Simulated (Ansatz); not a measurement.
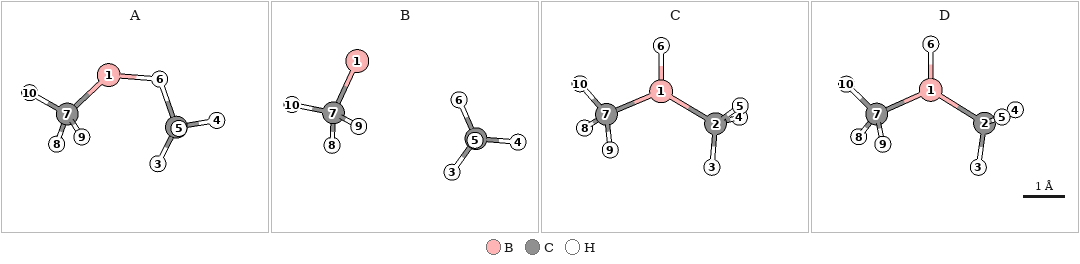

4 geometries from a converged minimum-energy path of C2H7B, shuffled. A ball-and-stick model, seen at a tilt.

Level of theory: Ansatz, RKS PBE0/def2-SVP. Settings: 7 movable images; climbing image; force threshold 0.05 eV/Å; iteration limit 60; starting path through a guess of the saddle point.

### One of them is the converged climbing image. Which?

A. In order along the path, whose images run from 0 to 8: C (image 0, 0.00 eV), D (image 1, +0.01 eV), A (image 4, +4.25 eV), B (image 7, +3.55 eV). Breaking: B1–C2 (1.56 → 2.12 at the top → 3.76 Å), B1–H6 (1.22 → 1.30 at the top → 2.95 Å). Forming: C2–H6 (2.39 → 1.35 at the top → 1.10 Å).
